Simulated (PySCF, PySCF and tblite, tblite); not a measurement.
**C7H12O2: telling isomers apart by computed NMR, part 1 of 3**

Can the signals of one isomer of C7H12O2 be assigned among several candidates?

Computed with tblite 0.8.0 (tight binding) and PySCF 2.14.0 (DFT, with response routines of our own); each step states its level. Atoms count from 0 throughout.

## 1. The molecule as given

21 atoms, charge 0, multiplicity 1; geometry from: MMFF94s geometry. This is the first candidate.

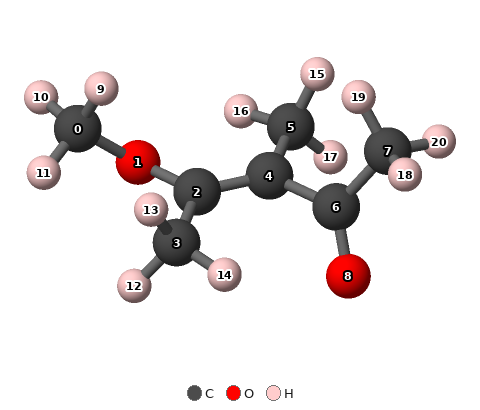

The starting geometry (carbon dark grey, oxygen red, hydrogen pink), atoms numbered.

## 2. GFN2-xTB relaxation, isomer A, conformer 1

Job settings and geometry (Å):

```
{"job": {"xc": "GFN2-xTB", "basis": "xTB", "kind": "relax"}, "charge": 0, "multiplicity": 1}
C      2.840400    -0.152000     0.599700
O      1.614900     0.435800     1.065400
C      0.477100    -0.227900     0.654500
C      0.439300    -1.711200     0.843000
C     -0.552100     0.514500     0.179300
C     -0.539900     2.007500     0.023800
C     -1.825900    -0.129900    -0.252500
C     -2.201000    -0.024100    -1.697200
O     -2.544600    -0.697400     0.572200
H      2.786000    -0.326700    -0.475200
H      3.640100     0.555400     0.797900
H      3.051100    -1.080300     1.137500
H      0.769500    -1.964300     1.874900
H      1.108000    -2.214400     0.132700
H     -0.553700    -2.152800     0.729400
H     -0.553900     2.293000    -1.018500
H      0.350500     2.471300     0.481200
H     -1.413300     2.441100     0.514400
H     -2.629300    -0.979400    -2.024900
H     -1.325300     0.183600    -2.314000
H     -2.946800     0.775100    -1.823900
```

Command:

```console
$ OMP_NUM_THREADS=1 python ens_run.py task.json out
```

This one command runs the whole study; its stages follow in the order run.

The log of the run:

```text
step      E/eV     max force
  0    -794.56619    2.056
  1    -794.60847    2.075
  2    -794.64251    0.371
  3    -794.65079    0.280
  4    -794.66346    0.308
  5    -794.66981    0.247
  6    -794.67469    0.169
  7    -794.67910    0.152
  8    -794.68221    0.123
  9    -794.68484    0.099
 10    -794.68747    0.113
 11    -794.69023    0.131
 12    -794.69280    0.129
 13    -794.69515    0.128
 14    -794.69749    0.146
 15    -794.70001    0.165
 16    -794.70255    0.129
 17    -794.70473    0.105
 18    -794.70638    0.099
 19    -794.70783    0.098
 20    -794.70958    0.117
 21    -794.71207    0.134
 22    -794.71542    0.147
 23    -794.71896    0.126
 24    -794.72191    0.128
 25    -794.72461    0.128
 26    -794.72783    0.134
 27    -794.73186    0.160
 28    -794.73670    0.173
 29    -794.74228    0.202
 30    -794.74908    0.197
 31    -794.75779    0.257
 32    -794.76674    0.433
 33    -794.75579    1.157
 34    -794.78072    0.250
 35    -794.78573    0.226
 36    -794.79638    0.199
 37    -794.80020    0.172
 38    -794.80853    0.143
 39    -794.81270    0.142
 40    -794.81763    0.172
 41    -794.82119    0.186
 42    -794.82465    0.185
 43    -794.82781    0.130
 44    -794.83171    0.192
 45    -794.83716    0.250
 46    -794.84384    0.243
 47    -794.85046    0.270
 48    -794.85735    0.237
 49    -794.86640    0.313
 50    -794.87283    0.333
 51    -794.87835    0.272
 52    -794.88424    0.216
 53    -794.88860    0.166
 54    -794.89082    0.306
 55    -794.89352    0.254
 56    -794.89704    0.094
 57    -794.90066    0.130
 58    -794.90271    0.148
 59    -794.90424    0.109
 60    -794.90625    0.095
 61    -794.90834    0.103
 62    -794.91023    0.117
 63    -794.91211    0.247
 64    -794.91448    0.153
 65    -794.91816    0.151
 66    -794.92308    0.121
 67    -794.92458    0.165
 68    -794.92605    0.084
 69    -794.92753    0.095
 70    -794.92918    0.102
 71    -794.93094    0.116
 72    -794.93267    0.091
 73    -794.93432    0.132
 74    -794.93603    0.143
 75    -794.93786    0.106
 76    -794.93973    0.079
 77    -794.94034    0.073
 78    -794.94121    0.072
 79    -794.94197    0.087
 80    -794.94283    0.071
 81    -794.94365    0.060
 82    -794.94449    0.054
 83    -794.94527    0.086
 84    -794.94603    0.097
 85    -794.94677    0.078
 86    -794.94757    0.068
 87    -794.94845    0.066
 88    -794.94922    0.058
 89    -794.94975    0.056
 90    -794.95021    0.049
 91    -794.95069    0.062
 92    -794.95119    0.073
 93    -794.95162    0.055
 94    -794.95195    0.034
 95    -794.95195    0.034
 96    -794.95209    0.028
 97    -794.95248    0.025
 98    -794.95254    0.022
 99    -794.95269    0.022
100    -794.95278    0.027
101    -794.95287    0.023
102    -794.95296    0.022
103    -794.95305    0.018
104    -794.95314    0.026
105    -794.95320    0.024
106    -794.95326    0.018
107    -794.95331    0.020
108    -794.95337    0.018
109    -794.95342    0.021
110    -794.95346    0.016
111    -794.95349    0.010
112    -794.95352    0.014
113    -794.95355    0.014
114    -794.95358    0.012
115    -794.95360    0.013
116    -794.95362    0.010
117    -794.95364    0.012
118    -794.95366    0.012
119    -794.95368    0.014
120    -794.95370    0.009
121    -794.95371    0.009
122    -794.95373    0.009
123    -794.95375    0.017
124    -794.95377    0.019
125    -794.95379    0.014
126    -794.95380    0.010
127    -794.95382    0.009
128    -794.95383    0.010
129    -794.95385    0.012
130    -794.95387    0.014
131    -794.95389    0.012
132    -794.95391    0.013
133    -794.95394    0.012
134    -794.95397    0.014
135    -794.95400    0.014
136    -794.95402    0.011
137    -794.95404    0.010
138    -794.95405    0.007
139    -794.95406    0.008
140    -794.95407    0.008
141    -794.95408    0.007
142    -794.95409    0.006
143    -794.95410    0.007
144    -794.95411    0.008
145    -794.95412    0.008
146    -794.95413    0.007
147    -794.95414    0.007
148    -794.95415    0.006
149    -794.95415    0.007
150    -794.95416    0.008
151    -794.95417    0.006
152    -794.95418    0.005
153    -794.95418    0.005
154    -794.95419    0.005
155    -794.95419    0.006
156    -794.95420    0.006
157    -794.95421    0.009
158    -794.95422    0.010
159    -794.95423    0.009
160    -794.95424    0.006
161    -794.95425    0.007
162    -794.95426    0.008
163    -794.95427    0.006
164    -794.95427    0.003
```

Run time: 1.8 s. Hardware: 1 thread of Arm Neoverse N1, shared host.

Relaxing gained 0.388 eV and moved the atoms by 0.85 Å on average (rms).

## 3. Shieldings, isomer A, conformer 1: PBE0/6-31G*

Job settings and geometry (Å):

```
{"job": {"xc": "PBE0", "basis": "6-31G*", "kind": "nmr", "pop": true}, "charge": 0, "multiplicity": 1}
C      2.847934    -0.086367     1.165633
O      1.693454     0.464147     0.579496
C      0.609017    -0.319702     0.331192
C      0.690730    -1.762377     0.700284
C     -0.465709     0.289022    -0.241541
C     -0.385908     1.760699    -0.561166
C     -1.705171    -0.413876    -0.573128
C     -2.778539     0.416953    -1.243746
O     -1.923442    -1.594372    -0.349767
H      3.297417    -0.858933     0.535195
H      3.546425     0.743867     1.263758
H      2.645265    -0.502640     2.156395
H      0.850322    -1.869467     1.773242
H      1.523442    -2.239380     0.183514
H     -0.231722    -2.263311     0.429092
H     -0.500815     1.933787    -1.629781
H      0.577092     2.153813    -0.253782
H     -1.164692     2.315709    -0.041147
H     -3.635949    -0.220142    -1.446003
H     -2.412073     0.832838    -2.178734
H     -3.085998     1.236674    -0.599478
```

The log of the run:

```text
coarse grid: 17216 points
cycle   1  E = -423.7906686742  dE =  1.264e+00  |g| = 9.181e-01  |ddm| = 4.217e+00
cycle   2  E = -423.3695452067  dE =  4.211e-01  |g| = 1.691e+00  |ddm| = 3.014e+00
cycle   3  E = -423.9541558184  dE = -5.846e-01  |g| = 2.737e-01  |ddm| = 2.363e+00
cycle   4  E = -423.9702093218  dE = -1.605e-02  |g| = 8.105e-02  |ddm| = 3.392e-01
cycle   5  E = -423.9712699583  dE = -1.061e-03  |g| = 3.360e-02  |ddm| = 8.548e-02
cycle   6  E = -423.9715028259  dE = -2.329e-04  |g| = 6.350e-03  |ddm| = 3.194e-02
cycle   7  E = -423.9715094927  dE = -6.667e-06  |g| = 3.044e-03  |ddm| = 8.057e-03
final grid: 165336 points
cycle   8  E = -423.8918457083  dE = -2.927e-05  |g| = 1.706e-02  |ddm| = 3.910e-02
cycle   9  E = -423.8917113170  dE =  1.344e-04  |g| = 3.094e-02  |ddm| = 4.105e-02
cycle  10  E = -423.8919061969  dE = -1.949e-04  |g| = 3.457e-03  |ddm| = 2.906e-02
cycle  11  E = -423.8919087483  dE = -2.551e-06  |g| = 4.862e-04  |ddm| = 3.123e-03
cycle  12  E = -423.8919087852  dE = -3.688e-08  |g| = 2.119e-04  |ddm| = 5.838e-04
cycle  13  E = -423.8919087935  dE = -8.366e-09  |g| = 6.742e-05  |ddm| = 2.644e-04
cycle  14  E = -423.8919087946  dE = -1.066e-09  |g| = 2.190e-05  |ddm| = 1.009e-04
cycle  15  E = -423.8919087947  dE = -1.160e-10  |g| = 5.149e-06  |ddm| = 2.572e-05
converged SCF energy = -423.8919087947

GIAO shielding tensors (ppm)
atom      isotropic    diamagn.    paramagn.     s11        s22        s33       span
  0 C      144.378     243.389     -99.011    120.089    126.911    186.135     66.046
  1 O      207.679     395.025    -187.346     73.415    261.021    288.601    215.186
  2 C       34.623     251.566    -216.943    -45.147     34.851    114.165    159.313
  3 C      183.233     256.074     -72.841    169.170    186.773    193.755     24.585
  4 C       89.130     255.153    -166.024     13.243     96.070    158.076    144.834
  5 C      181.628     253.636     -72.008    173.684    183.607    187.594     13.911
  6 C        8.740     242.142    -233.402    -61.303    -25.893    113.416    174.719
  7 C      165.807     254.035     -88.228    150.035    155.022    192.364     42.329
  8 O     -208.256     402.152    -610.408   -705.956   -270.233    351.421   1057.377
  9 H       28.584      28.969      -0.385     24.772     26.939     34.042      9.271
 10 H       28.450      28.658      -0.207     24.402     27.255     33.694      9.292
 11 H       28.576      28.950      -0.374     24.720     27.012     33.997      9.277
 12 H       30.970      32.004      -1.034     26.808     29.795     36.306      9.498
 13 H       30.999      32.070      -1.071     26.752     29.989     36.256      9.504
 14 H       27.113      31.856      -4.742     19.084     27.096     35.160     16.075
 15 H       30.974      32.376      -1.401     27.094     29.349     36.480      9.386
 16 H       29.723      32.816      -3.093     23.524     31.171     34.475     10.951
 17 H       30.999      32.361      -1.361     27.079     29.391     36.528      9.449
 18 H       30.585      28.924       1.661     27.172     29.399     35.185      8.013
 19 H       30.197      30.574      -0.377     26.293     31.136     33.163      6.871
 20 H       30.196      30.509      -0.314     26.268     31.130     33.189      6.921
```

It took 43 s on 1 thread of Arm Neoverse N1, shared host; peak memory 0.85 GiB.

This run: HOMO -6.13 eV, LUMO -0.59 eV; dipole 3.20 D.

## 4. Averages, isomer A: properties at PBE0/6-31G*

Job settings and geometry (Å):

```
{"job": {"study": "conf", "smiles": "CO/C(C)=C(\\C)C(C)=O", "search": {"seed": 683, "n_embed": 90, "ff_keep": 18, "window": 2.5, "nmax": 6, "temps": [250, 298.15, 350], "t_ref": 298.15, "order": 0.002}, "level": {"nmr": {"xc": "PBE0", "basis": "6-31G*"}}, "kind": "conf"}, "charge": 0, "multiplicity": 1}
C      2.847934    -0.086367     1.165633
O      1.693454     0.464147     0.579496
C      0.609017    -0.319702     0.331192
C      0.690730    -1.762377     0.700284
C     -0.465709     0.289022    -0.241541
C     -0.385908     1.760699    -0.561166
C     -1.705171    -0.413876    -0.573128
C     -2.778539     0.416953    -1.243746
O     -1.923442    -1.594372    -0.349767
H      3.297417    -0.858933     0.535195
H      3.546425     0.743867     1.263758
H      2.645265    -0.502640     2.156395
H      0.850322    -1.869467     1.773242
H      1.523442    -2.239380     0.183514
H     -0.231722    -2.263311     0.429092
H     -0.500815     1.933787    -1.629781
H      0.577092     2.153813    -0.253782
H     -1.164692     2.315709    -0.041147
H     -3.635949    -0.220142    -1.446003
H     -2.412073     0.832838    -2.178734
H     -3.085998     1.236674    -0.599478
```

The log of the run:

```text
conformer  sym    E(xTB)   E(DFT)   G(298.15 K)  weight  dipole/D
    1     Cs      0.000    0.000    0.000   1.0000    3.203

mean shielding (ppm) by class
class atoms           250 K   298.15 K      350 K
  0 C  0            144.378    144.378    144.378
  1 O  1            207.679    207.679    207.679
  2 C  2             34.623     34.623     34.623
  3 C  3            183.233    183.233    183.233
  4 C  4              89.13      89.13      89.13
  5 C  5            181.628    181.628    181.628
  6 C  6               8.74       8.74       8.74
  7 C  7            165.807    165.807    165.807
  8 O  8           -208.256   -208.256   -208.256
  9 H  9,10,11       28.537     28.537     28.537
 10 H  12,13,14      29.694     29.694     29.694
 11 H  15,16,17      30.566     30.566     30.566
 12 H  18,19,20      30.326     30.326     30.326
```

It took 50 s on 1 thread of Arm Neoverse N1, shared host. This counts the runs that the step sums up.

The search (ETKDG, MMFF94s, GFN2-xTB) embedded 90 structures, kept 3 distinct ones after the force field and 1 after xTB; 1 was carried on (window 2.5 kcal/mol at the search's own energies). Energies: PBE0/6-31G* with D3(BJ).

The conformers at 298 K:

| no. | group | mirror pair | ΔE xTB | ΔE DFT | ΔG | weight (%) | μ (D) | C0–O1–C2–C3 (°) | C5–C4–C6–O8 (°) | A, B, C (GHz) |
| --- | --- | --- | --- | --- | --- | --- | --- | --- | --- | --- |
| 1 | Cs | no | 0.00 | 0.00 | 0.00 | 100.0 | 3.20 | 0 | -178 | 3.01, 1.06, 0.80 |

Energies in kcal/mol. ΔG holds xTB vibrations and rotation, symmetry numbers and mirror pairs.

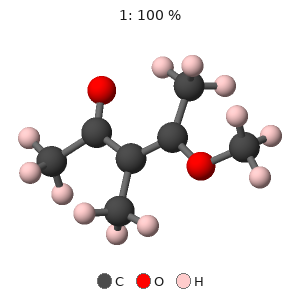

The one conformer.

Shifts against references run at the same level (¹H TMS 32.41, ¹³C TMS 196.4, ¹⁷O H2O 326.0 ppm of shielding), by class of atoms, at 298 K:

| atoms | environment | average |
| --- | --- | --- |
| C6 | ketone carbonyl carbon | 187.6 |
| C2 | alkene carbon bearing oxygen | 161.8 |
| C4 | β carbon of an enol-ether or enamine type C=C | 107.3 |
| C0 | methyl carbon bonded to O | 52.0 |
| C7 | methyl carbon α to a carbonyl | 30.6 |
| C5 | allylic methyl carbon | 14.8 |
| C3 | allylic methyl carbon | 13.2 |
| H9, H10, H11 | hydrogen on a methyl carbon bonded to O | 3.88 |
| H12, H13, H14 | hydrogen on an allylic methyl carbon | 2.72 |
| H18, H19, H20 | hydrogen on a methyl carbon α to a carbonyl | 2.09 |
| H15, H16, H17 | hydrogen on an allylic methyl carbon | 1.85 |
| O8 | ketone oxygen | 534.2 |
| O1 | ether oxygen | 118.3 |

Effective distances for nuclear Overhauser effects, ⟨r⁻⁶⟩^(−1/6) over all pairs of two classes (Å): H15···H18 2.78; H9···H12 2.79.

(Continued in part 2 of 3.)
